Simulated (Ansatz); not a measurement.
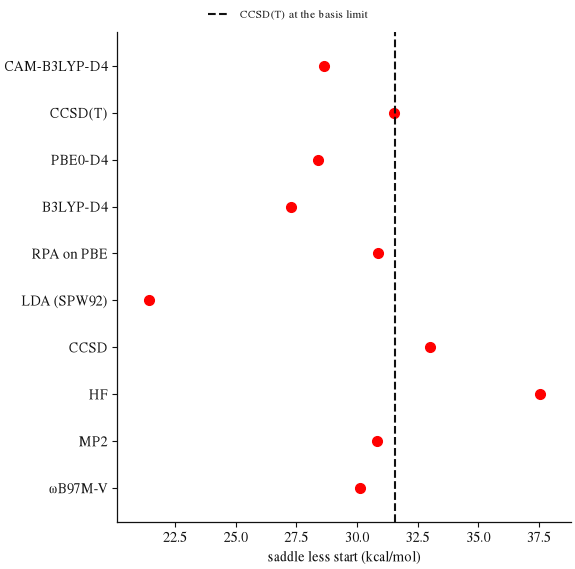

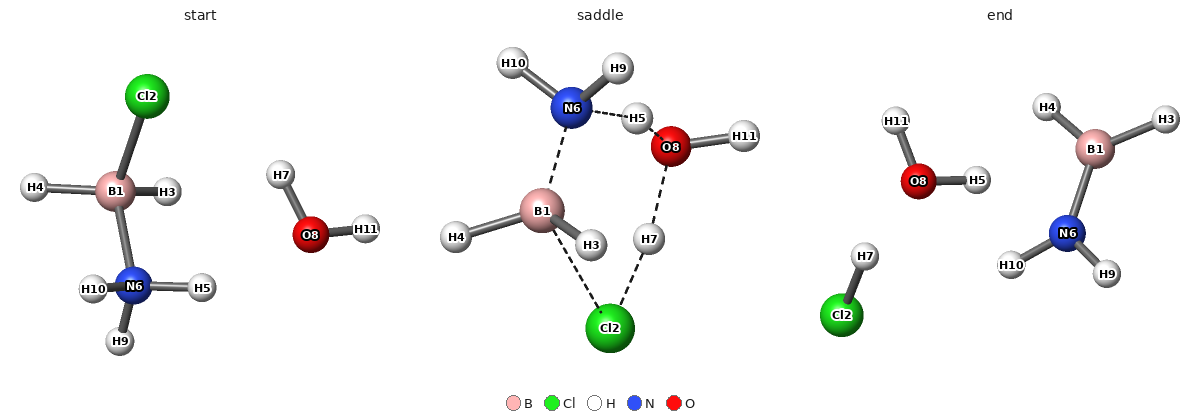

Height of the saddle over the start in one step of BNH₇OCl at several levels. In the step Cl2–H7 (2.28 → 1.47 → 1.32 Å) and H5–O8 (1.85 → 1.03 → 0.97 Å) form; B1–Cl2 (1.88 → 2.40 → 4.51 Å), H5–N6 (1.03 → 1.62 → 2.18 Å) and H7–O8 (0.97 → 1.29 → 1.71 Å) break; B1–N6 (1.61 → 1.47 → 1.39 Å) shortens (lengths at start, saddle and end; changes of bond order aren't listed). Electronic energies at PBE0-D4/def2-TZVP geometries, energies in def2-TZVPP, the Ansatz code; cores frozen in correlated methods, no zero-point terms. Start and end are the structures at the ends of the path (complexes, where there are several molecules). The line is the MP2 basis limit plus CCSD(T) less MP2 in triple zeta. RPA on PBE holds a correlation term that converges slowly with the basis, so part of the distance to the limit is basis error. The distance of CCSD(T), CCSD and MP2 to the limit includes basis error.

**What range do the values span, the line included?**

From 21.4 kcal/mol (LDA (SPW92)) to 37.5 kcal/mol (HF).

**Which level comes closest to the line (CCSD(T) at the basis limit), and which misses most?**

Closest CCSD(T) (31.5 kcal/mol), against 31.5 kcal/mol; farthest LDA (SPW92) (21.4 kcal/mol).
